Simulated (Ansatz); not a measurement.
Relaxed AlCo (CsCl type):

```yaml
crystal:
  lattice:
    - [5.70415, 0.00000, 0.00000]
    - [0.00000, 2.85208, 0.00000]
    - [0.00000, 0.00000, 2.85208]
  atoms:
    - { symbol: Al, position: [0.00000, 0.00000, 0.00000] }
    - { symbol: Al, position: [0.50000, 0.00000, 0.00000] }
    - { symbol: Co, position: [0.25000, 0.50000, 0.50000] }
    - { symbol: Co, position: [0.75000, 0.50000, 0.50000] }
```

Scan: atom 3 (Co, nearest neighbour Al at 2.470 Å; its periodic images, 2.9 Å or more away, move with it) is displaced along Cartesian z, direction (0.000, 0.000, 1.000) in Cartesian axes, by s. The other atoms stay.

The numbers are results of PBE (plane waves to 420 eV, PAW, scalar-relativistic; Ansatz, a first-principles code), not measurements. k mesh 7×13×13 (Γ-centred), Fermi-Dirac smearing 0.05 eV. Energies are smeared free energies. With partly filled bands, energies and forces of such displacements shift with the k mesh and the smearing. F∥ is the force on the atom along that direction. AlCo is run without spin polarisation. AlCo was relaxed with its symmetry unable to fall. ΔE is measured from the undisplaced structure.

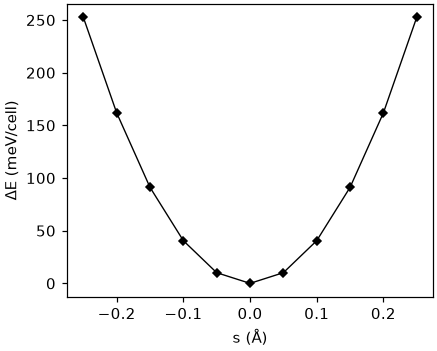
Figure. ΔE (meV/cell) against s (Å); computed points joined by lines.

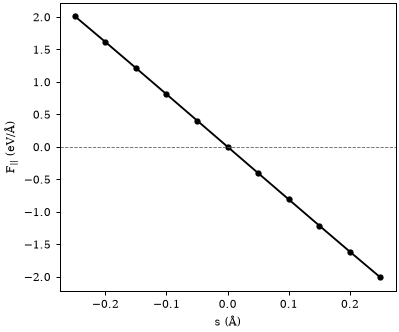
Figure: F∥ (eV/Å) against s (Å); one marker a computed point.

The force along the line at s = -0.250 Å comes out as 2.01 eV/Å, the force constant k = d²E/ds² at s = 0 (finite differences) comes out as 8.11 eV/Å² and the energy at s = 0.250 Å is 253 meV/cell. Harmonic estimate at the end of the scan: ½ks² = 253 meV/cell against the computed 253 meV/cell, so the well is close to harmonic there. Shape of the curve: a single well with its minimum at or next to zero displacement.

The forces along the line at the two nearest points give (0.405 − (-0.405)) / (2·0.050) = 8.10 eV/Å²; the next pair corrects for the finite step.

(A displaced cell: forces are minus the slopes of the energy, force constants its curvatures, and phonons follow from these.)
